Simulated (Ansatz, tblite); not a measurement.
**BH2F: charged states by level of theory**

Aim: the energy of removing and adding an electron for BH2F, by energy differences, and how well orbital energies stand in for it.

Method: as each input shows; program: Ansatz 0.2.0, Gaussian basis.

Levels to be run: charge +1 doublet, at the geometry of the singlet (PBE0-D4/def2-TZVP, PBE-D4/def2-TZVP, r2SCAN-D4/def2-TZVP, CCSD(T)/def2-TZVPP); charge -1 doublet, at the geometry of the singlet (PBE0-D4/def2-TZVPD, PBE-D4/def2-TZVPD, r2SCAN-D4/def2-TZVPD, CCSD(T)/def2-TZVPD); the starting singlet's energies come from earlier runs.

## Step 1: The relaxed structure

The geometry is that of the singlet, from an earlier relaxation (PBE-D4/def2-TZVP).

4 atoms, charge 0, spin multiplicity 1.

Atoms are counted from 1 here; the program's logs count them from 0.

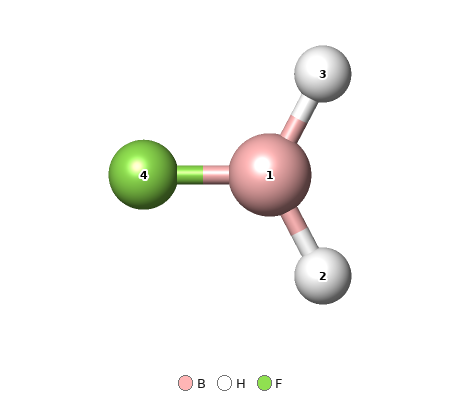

The structure; boron pink, hydrogen white, fluorine green; atoms are numbered from 1 in the order of the file.

## Step 2: Charge +1 doublet at the fixed geometry, PBE0-D4/def2-TZVP

in.yaml

```yaml
crystal:
  periodic: [false, false, false]
  atoms:
    - {symbol: B, position_ang: [0.027484, 0.045041, -0.000147]}
    - {symbol: H, position_ang: [1.229074, -0.033216, 0.016177]}
    - {symbol: H, position_ang: [-0.591633, 1.077762, -0.019771]}
    - {symbol: F, position_ang: [-0.664925, -1.089576, 0.003751]}
basis:
  gaussian: {orbitals: def2-TZVP}
total_charge: 1
magnetization: {spin_polarized: true, initial_magnetization: 1}
hamiltonian: {xc: pbe0, dispersion: d4}
output: {orbitals: {seedname: orbitals}}
```

Command:

```sh
$ ansatz run in.yaml --threads 4 --pin off --events-out ev --progress --plain --max-ram 3916MiB
```

Log:

```text
Functional definition: PBE0
  name "PBE0"
  cite "Adamo & Barone, J. Chem. Phys. 110, 6158 (1999) doi:10.1063/1.478522"
  cite "Perdew, Burke & Ernzerhof, Phys. Rev. Lett. 77, 3865 (1996) doi:10.1103/PhysRevLett.77.3865"
  parent pbe
  parameter a = 0.25
  parameter kappa = 0.804
  parameter beta = 0.06672455060314922
  exchange = (1 - a)*pbe_x(kappa = kappa, mu = beta*pi^2/3) + a*exact_x
  correlation = pbe_c(beta = beta)
413 factors; their error is unknown
mean field evaluation 1: about -3401.3813 eV, gradient 6.0e1 eV
mean field evaluation 2: about -3333.0666 eV, gradient 1.4e2 eV
mean field evaluation 4: about -3411.7819 eV, gradient 4.5e0 eV
mean field evaluation 8: about -3411.8624 eV, gradient 1.0e-1 eV
mean field evaluation 16: about -3411.8712 eV, gradient 1.0e-5 eV
mean field -3411.87122631 eV, -125.3839549175 hartree, gradient 1.0e-5 eV, S^2 0.757588; 0 other end points of the search recorded, 0 dependent functions left out
reference -3411.87124528 eV, -125.3839556147 hartree; 8, 7 occupied and 66, 67 virtual orbitals, 413 factors
Total energy: -3411.88268865 eV, -125.3843761509 hartree
```

Run time: 0.4 s. Hardware: 4 threads of Arm Neoverse V1, shared host.

HOMO -19.84 eV, LUMO -15.49 eV (over both spins); ⟨S²⟩ 0.758 (pure: 0.75).

## Step 3: Charge +1 doublet at the fixed geometry, PBE-D4/def2-TZVP

start.molden holds the orbitals of an earlier run on this state, given as this run's starting guess.

in.yaml, as its differences from that of step 2:

```diff
@@ -8,6 +8,7 @@
 basis:
-  gaussian: {orbitals: def2-TZVP}
+  gaussian: {orbitals: def2-TZVP, initial_orbitals: start.molden}
 total_charge: 1
 magnetization: {spin_polarized: true, initial_magnetization: 1}
-hamiltonian: {xc: pbe0, dispersion: d4}
+hamiltonian: {xc: pbe, dispersion: d4}
+scf: {omitted_lower_state_checks: [starts]}
 output: {orbitals: {seedname: orbitals}}
```

Same command.

Log:

```text
Functional definition: PBE
  name "PBE"
  cite "Perdew, Burke & Ernzerhof, Phys. Rev. Lett. 77, 3865 (1996) doi:10.1103/PhysRevLett.77.3865"
  parent pbe
  parameter kappa = 0.804
  parameter beta = 0.06672455060314922
  exchange = pbe_x(kappa = kappa, mu = beta*pi^2/3)
  correlation = pbe_c(beta = beta)
these checks for a lower state are left out or cut short: starts
413 factors; their error is unknown
mean field evaluation 1: about -3411.9196 eV, gradient 4.5e0 eV
mean field evaluation 2: about -3411.9711 eV, gradient 6.6e-2 eV
mean field evaluation 4: about -3411.9631 eV, gradient 6.7e-5 eV
mean field evaluation 8: about -3411.9631 eV, gradient 1.2e-5 eV
mean field -3411.96308017 eV, -125.3873304848 hartree, gradient 1.2e-5 eV, S^2 0.753427; 0 other end points of the search recorded, 0 dependent functions left out
reference -3411.96310651 eV, -125.3873314527 hartree; 8, 7 occupied and 66, 67 virtual orbitals, 413 factors
Total energy: -3411.97722344 eV, -125.3878502403 hartree
Checks for a lower state left out: starts
```

It took 0.4 s on 4 threads of Arm Neoverse V1, shared host.

From the report: HOMO -17.98 eV, LUMO -16.45 eV (over both spins); ⟨S²⟩ 0.753 (pure: 0.75).

## Step 4: Charge +1 doublet at the fixed geometry, r2SCAN-D4/def2-TZVP

in.yaml, as its differences from that of step 3:

```diff
@@ -11,3 +11,3 @@
 magnetization: {spin_polarized: true, initial_magnetization: 1}
-hamiltonian: {xc: pbe, dispersion: d4}
+hamiltonian: {xc: r2scan, dispersion: d4}
 scf: {omitted_lower_state_checks: [starts]}
```

Launched as before.

Log:

```text
Functional definition: r2SCAN
  name "r2SCAN"
  cite "Furness, Kaplan, Ning, Perdew & Sun, J. Phys. Chem. Lett. 11, 8208 (2020) doi:10.1021/acs.jpclett.0c02405"
  cite "Furness, Kaplan, Ning, Perdew & Sun, J. Phys. Chem. Lett. 11, 9248 (2020) doi:10.1021/acs.jpclett.0c03077"
  parent r2scan
  parameter k0 = 0.174
  parameter k1 = 0.065
  parameter a1 = 4.9479
  exchange = r2scan_x(k0 = k0, k1 = k1, a1 = a1)
  correlation = r2scan_c
these checks for a lower state are left out or cut short: starts
413 factors; their error is unknown
mean field evaluation 1: about -3414.0612 eV, gradient 2.3e0 eV
mean field evaluation 2: about -3414.0753 eV, gradient 1.7e-2 eV
mean field evaluation 4: about -3414.0689 eV, gradient 4.7e-5 eV
mean field evaluation 8: about -3414.0689 eV, gradient 1.1e-5 eV
mean field -3414.06891260 eV, -125.4647183990 hartree, gradient 1.1e-5 eV, S^2 0.757986; 0 other end points of the search recorded, 0 dependent functions left out
reference -3414.06892064 eV, -125.4647186945 hartree; 8, 7 occupied and 66, 67 virtual orbitals, 413 factors
Total energy: -3414.07213624 eV, -125.4648368655 hartree
Checks for a lower state left out: starts
```

It took 0.9 s on 4 threads of Arm Neoverse V1, shared host.

From the report: HOMO -18.58 eV, LUMO -16.32 eV (over both spins); ⟨S²⟩ 0.758 (pure: 0.75).

## Step 5: Charge +1 doublet at the fixed geometry, CCSD(T)/def2-TZVPP

in.yaml, as its differences from that of step 4:

```diff
@@ -8,7 +8,7 @@
 basis:
-  gaussian: {orbitals: def2-TZVP, initial_orbitals: start.molden}
+  gaussian: {orbitals: def2-TZVPP, initial_orbitals: start.molden}
 total_charge: 1
 magnetization: {spin_polarized: true, initial_magnetization: 1}
-hamiltonian: {xc: r2scan, dispersion: d4}
-scf: {omitted_lower_state_checks: [starts]}
+correlation: {method: ccsd_t}
+scf: {omitted_lower_state_checks: [starts, cluster_reference]}
 output: {orbitals: {seedname: orbitals}}
```

The command is unchanged.

Log, shortened:

```text
Functional definition: HF
  name "HF"
  cite "Fock, Z. Phys. 61, 126 (1930) doi:10.1007/BF01340294"
  parent pbe
[...]
551 factors; integrals over basis functions are off by at most 1.6e-3 eV
[...]
mean field -3399.40715301 eV, -124.9259086721 hartree, gradient 1.9e-6 eV, S^2 0.782165; 0 other end points of the search recorded, 0 dependent functions left out
2 core orbitals not correlated: weight in the atoms' cores, before any rotation towards them, 1.000 or more for the frozen orbitals, at most 0.000 for the correlated occupied ones
reference -3399.40715301 eV, -124.9259086721 hartree; 6, 5 occupied and 82, 83 virtual orbitals, 551 factors
second order -9.27642180 eV of doubles, -0.00000000 eV of singles
cycle   1  -9.16904080 eV  change    1.1e-1 eV  update   1.0e-1
[...]
cycle  12  -9.59712788 eV  change   -5.5e-6 eV  update   5.7e-6
perturbative correction -0.34990158 eV, -0.0128586460 hartree
Total energy: -3409.35418247 eV, -125.2914552624 hartree
Checks for a lower state left out: starts, cluster_reference
```

Run time: 1.4 s. Hardware: 4 threads of Arm Neoverse V1, shared host.

From the report: Hartree-Fock HOMO -24.64 eV, LUMO -11.44 eV (over both spins); ⟨S²⟩ 0.782 (pure: 0.75); T1 0.032.

## Step 6: Vertical ionisation energy

Charged state less starting state, singlet to doublet; the starting state's energies are those of its earlier runs.

Differences are taken before rounding.

```
             method  vertical ionisation energy (eV)  from CCSD(T)/def2-TZVPP (eV)    time
      HF/def2-TZVPP                            12.34                         -0.40        
   PBE-D4/def2-TZVP                            12.09                         -0.64  0.65 s
r2SCAN-D4/def2-TZVP                            12.23                         -0.50   1.5 s
  PBE0-D4/def2-TZVP                            12.43                         -0.31  0.75 s
     MP2/def2-TZVPP                            12.73                          0.00        
    CCSD/def2-TZVPP                            12.81                         +0.08        
 CCSD(T)/def2-TZVPP                            12.73                             0     2 s
```

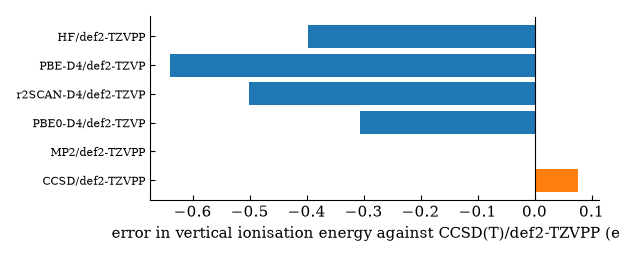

Deviations from CCSD(T)/def2-TZVPP, method by method.

Times add the two runs; a level without a time comes out of a correlated run.

Beside −ε(HOMO) of the starting state:

```
              level  −ε(HOMO) (eV)  by difference (eV)  mismatch (eV)
   PBE-D4/def2-TZVP           7.77               12.09          -4.33
r2SCAN-D4/def2-TZVP           8.13               12.23          -4.10
  PBE0-D4/def2-TZVP           9.36               12.43          -3.07
```

## Step 7: Charge -1 doublet at the fixed geometry, PBE0-D4/def2-TZVPD

in.yaml, as its differences from that of step 5:

```diff
@@ -8,7 +8,6 @@
 basis:
-  gaussian: {orbitals: def2-TZVPP, initial_orbitals: start.molden}
-total_charge: 1
+  gaussian: {orbitals: def2-TZVPD}
+total_charge: -1
 magnetization: {spin_polarized: true, initial_magnetization: 1}
-correlation: {method: ccsd_t}
-scf: {omitted_lower_state_checks: [starts, cluster_reference]}
+hamiltonian: {xc: pbe0, dispersion: d4}
 output: {orbitals: {seedname: orbitals}}
```

Launched as before.

Log, shortened:

```text
Functional definition: PBE0
  name "PBE0"
  cite "Adamo & Barone, J. Chem. Phys. 110, 6158 (1999) doi:10.1063/1.478522"
  cite "Perdew, Burke & Ernzerhof, Phys. Rev. Lett. 77, 3865 (1996) doi:10.1103/PhysRevLett.77.3865"
  parent pbe
[...]
464 factors; their error is unknown
[...]
mean field -3423.52079481 eV, -125.8120686635 hartree, gradient 8.7e-6 eV, S^2 0.753573; 3 other end points of the search recorded, 0 dependent functions left out
reference -3423.52082459 eV, -125.8120697578 hartree; 9, 8 occupied and 86, 87 virtual orbitals, 464 factors
Total energy: -3423.54862284 eV, -125.8130913249 hartree
```

It took 2.6 s on 4 threads of Arm Neoverse V1, shared host.

Report: HOMO 2.86 eV, LUMO 4.02 eV (over both spins); ⟨S²⟩ 0.754 (pure: 0.75). Doubts: highest occupied level lies above zero.

## Step 8: Charge -1 doublet at the fixed geometry, PBE-D4/def2-TZVPD

in.yaml, as its differences from that of step 7:

```diff
@@ -8,6 +8,7 @@
 basis:
-  gaussian: {orbitals: def2-TZVPD}
+  gaussian: {orbitals: def2-TZVPD, initial_orbitals: start.molden}
 total_charge: -1
 magnetization: {spin_polarized: true, initial_magnetization: 1}
-hamiltonian: {xc: pbe0, dispersion: d4}
+hamiltonian: {xc: pbe, dispersion: d4}
+scf: {omitted_lower_state_checks: [starts]}
 output: {orbitals: {seedname: orbitals}}
```

The command is unchanged.

Log:

```text
Functional definition: PBE
  name "PBE"
  cite "Perdew, Burke & Ernzerhof, Phys. Rev. Lett. 77, 3865 (1996) doi:10.1103/PhysRevLett.77.3865"
  parent pbe
  parameter kappa = 0.804
  parameter beta = 0.06672455060314922
  exchange = pbe_x(kappa = kappa, mu = beta*pi^2/3)
  correlation = pbe_c(beta = beta)
these checks for a lower state are left out or cut short: starts
464 factors; their error is unknown
mean field evaluation 1: about -3423.2978 eV, gradient 4.4e0 eV
mean field evaluation 2: about -3423.3447 eV, gradient 6.0e-2 eV
mean field evaluation 4: about -3423.3306 eV, gradient 1.9e0 eV
mean field evaluation 8: about -3423.3578 eV, gradient 7.0e-2 eV
mean field evaluation 16: about -3423.3581 eV, gradient 4.7e-6 eV
mean field -3423.35805489 eV, -125.8060880817 hartree, gradient 4.6e-6 eV, S^2 0.752095; 0 other end points of the search recorded, 0 dependent functions left out
reference -3423.35809132 eV, -125.8060894206 hartree; 9, 8 occupied and 86, 87 virtual orbitals, 464 factors
Total energy: -3423.39239975 eV, -125.8073502322 hartree
Checks for a lower state left out: starts
```

Run time: 1.6 s. Hardware: 4 threads of Arm Neoverse V1, shared host.

From the report: HOMO 3.06 eV, LUMO 3.16 eV (over both spins); ⟨S²⟩ 0.752 (pure: 0.75). Doubts: highest occupied level lies above zero.

## Step 9: Charge -1 doublet at the fixed geometry, r2SCAN-D4/def2-TZVPD

in.yaml, as its differences from that of step 8:

```diff
@@ -11,3 +11,3 @@
 magnetization: {spin_polarized: true, initial_magnetization: 1}
-hamiltonian: {xc: pbe, dispersion: d4}
+hamiltonian: {xc: r2scan, dispersion: d4}
 scf: {omitted_lower_state_checks: [starts]}
```

Launched as before.

Log:

```text
Functional definition: r2SCAN
  name "r2SCAN"
  cite "Furness, Kaplan, Ning, Perdew & Sun, J. Phys. Chem. Lett. 11, 8208 (2020) doi:10.1021/acs.jpclett.0c02405"
  cite "Furness, Kaplan, Ning, Perdew & Sun, J. Phys. Chem. Lett. 11, 9248 (2020) doi:10.1021/acs.jpclett.0c03077"
  parent r2scan
  parameter k0 = 0.174
  parameter k1 = 0.065
  parameter a1 = 4.9479
  exchange = r2scan_x(k0 = k0, k1 = k1, a1 = a1)
  correlation = r2scan_c
these checks for a lower state are left out or cut short: starts
464 factors; their error is unknown
mean field evaluation 1: about -3425.5925 eV, gradient 2.3e0 eV
mean field evaluation 2: about -3425.6071 eV, gradient 1.7e-2 eV
mean field evaluation 4: about -3425.6013 eV, gradient 7.3e-5 eV
mean field evaluation 8: about -3425.6013 eV, gradient 9.9e-6 eV
mean field -3425.60134331 eV, -125.8885274107 hartree, gradient 5.3e-6 eV, S^2 0.756061; 0 other end points of the search recorded, 0 dependent functions left out
reference -3425.60136048 eV, -125.8885280418 hartree; 9, 8 occupied and 86, 87 virtual orbitals, 464 factors
Total energy: -3425.60925554 eV, -125.8888181797 hartree
Checks for a lower state left out: starts
```

Run time: 2.2 s. Hardware: 4 threads of Arm Neoverse V1, shared host.

HOMO 3.46 eV, LUMO 4.37 eV (over both spins); ⟨S²⟩ 0.756 (pure: 0.75). Doubts: highest occupied level lies above zero.

## Step 10: Charge -1 doublet at the fixed geometry, CCSD(T)/def2-TZVPD

in.yaml, as its differences from that of step 9:

```diff
@@ -11,4 +11,4 @@
 magnetization: {spin_polarized: true, initial_magnetization: 1}
-hamiltonian: {xc: r2scan, dispersion: d4}
-scf: {omitted_lower_state_checks: [starts]}
+correlation: {method: ccsd_t}
+scf: {omitted_lower_state_checks: [starts, cluster_reference]}
 output: {orbitals: {seedname: orbitals}}
```

The command is unchanged.

Log, shortened:

```text
Functional definition: HF
  name "HF"
  cite "Fock, Z. Phys. 61, 126 (1930) doi:10.1007/BF01340294"
  parent pbe
[...]
644 factors; integrals over basis functions are off by at most 1.6e-3 eV
[...]
mean field -3410.16057525 eV, -125.3210896506 hartree, gradient 2.7e-6 eV, S^2 0.758882; 0 other end points of the search recorded, 0 dependent functions left out
2 core orbitals not correlated: weight in the atoms' cores, before any rotation towards them, 1.000 or more for the frozen orbitals, at most 0.000 for the correlated occupied ones
reference -3410.16057525 eV, -125.3210896506 hartree; 7, 6 occupied and 86, 87 virtual orbitals, 644 factors
second order -10.07280698 eV of doubles, -0.00000000 eV of singles
cycle   1  -10.24162400 eV  change   -1.7e-1 eV  update   7.1e-2
[...]
cycle  10  -10.52668311 eV  change    1.1e-5 eV  update   1.6e-5
perturbative correction -0.31167261 eV, -0.0114537571 hartree
Total energy: -3420.99893097 eV, -125.7193918767 hartree
Checks for a lower state left out: starts, cluster_reference
```

Run time: 2 s. Hardware: 4 threads of Arm Neoverse V1, shared host.

From the report: Hartree-Fock HOMO 1.06 eV, LUMO 5.02 eV (over both spins); ⟨S²⟩ 0.759 (pure: 0.75); T1 0.014. Doubts: highest occupied level lies above zero.

## Step 11: Vertical electron affinity

Starting state less charged state (positive: the electron is bound), singlet to doublet; the starting state's energies are those of its earlier runs.

```
              method  vertical electron affinity (eV)  from CCSD(T)/def2-TZVPD (eV)   time
       HF/def2-TZVPD                            -1.58                         -0.54       
   PBE-D4/def2-TZVPD                            -0.70                         +0.34    2 s
r2SCAN-D4/def2-TZVPD                            -0.71                         +0.33  2.9 s
  PBE0-D4/def2-TZVPD                            -0.78                         +0.26  2.9 s
      MP2/def2-TZVPD                            -1.11                         -0.07       
     CCSD/def2-TZVPD                            -1.07                         -0.03       
  CCSD(T)/def2-TZVPD                            -1.04                             0  2.7 s
```

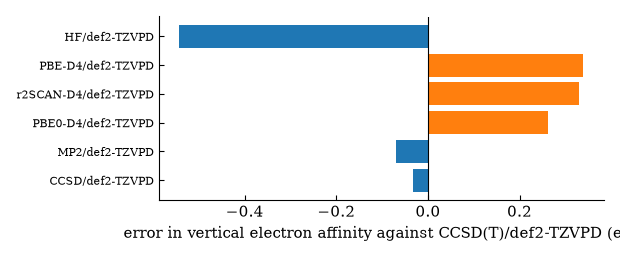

Error of each method against CCSD(T)/def2-TZVPD.

Times add the two runs; a level without a time comes out of a correlated run.

Beside −ε(LUMO) of the starting state:

```
               level  −ε(LUMO) (eV)  by difference (eV)  mismatch (eV)
   PBE-D4/def2-TZVPD           2.33               -0.70          +3.03
r2SCAN-D4/def2-TZVPD           1.84               -0.71          +2.55
  PBE0-D4/def2-TZVPD           1.27               -0.78          +2.04
```

## Step 12: What came out

```
                                             quantity                                 value
 vertical ionisation energy, functionals in def2-TZVP  12.09 (PBE-D4) to 12.43 eV (PBE0-D4)
       vertical ionisation energy, CCSD(T)/def2-TZVPP                              12.73 eV
vertical electron affinity, functionals in def2-TZVPD  -0.78 (PBE0-D4) to -0.70 eV (PBE-D4)
       vertical electron affinity, CCSD(T)/def2-TZVPD                              -1.04 eV
```

In words: The vertical ionisation energy spans 12.09 to 12.43 eV over the functionals, beside 12.73 eV from CCSD(T)/def2-TZVPP. −ε(HOMO) misses the level's own difference by -3.07 eV at best (PBE0-D4) and -4.33 eV at worst (PBE-D4). The reference is CCSD(T) in one finite basis, so it carries an error of its own, often a tenth of an eV or more, and near misses can't be ranked. The vertical electron affinity spans -0.78 to -0.70 eV over the functionals, beside -1.04 eV from CCSD(T)/def2-TZVPD. A negative affinity means an unbound electron, held by the basis alone. −ε(LUMO) misses the level's own difference by +2.04 eV at best (PBE0-D4) and +3.03 eV at worst (PBE-D4).
